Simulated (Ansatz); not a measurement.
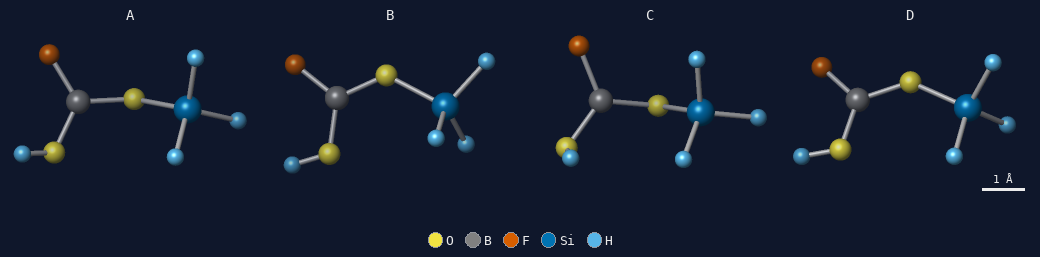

4 geometries from one relaxation of BSiH4O2F, in shuffled order. The picture is a ball-and-stick view, seen at a tilt.

The run prepares an end point of a later path (hydrogen shift) calculation, from a guessed geometry.

Method: RKS r2SCANh/def2-SVP (Ansatz). Set-up: no spin polarisation; force threshold 0.02 eV/Å; at most 50 steps.

Put them in the order of the run, from the start to the converged end.

Answer. C, A, D, B. They are steps 0, 5, 13, 27, at +1.390 eV, +0.300 eV, +0.021 eV relative to the last. After 23 accepted moves (27 points after the start) the energy has fallen by 1.390 eV. Largest force component: 3.6 eV/Å at the start, 0.0054 eV/Å at the end. The line search rejected the trial steps at points 6, 11, 22, 23 of the run. The largest move after the best rigid fit is that of an O atom, 1.34 Å. Largest moves by element: O 1.34 Å, H 1.24 Å, F 0.78 Å, Si 0.29 Å, B 0.27 Å. Among the contacts that change: B–O 1.478 → 1.349 Å, B–F 1.426 → 1.334 Å, B–O 1.427 → 1.356 Å, H–Si 1.458 → 1.488 Å. Bond angles that change, for instance: B–O–Si 107.0° → 129.6°, B–O–H 109.8° → 113.1°, H–Si–H 107.2° → 109.9°. Groups turn about O–Si by about 115°, B–O by about 90°, B–O by about 85°.
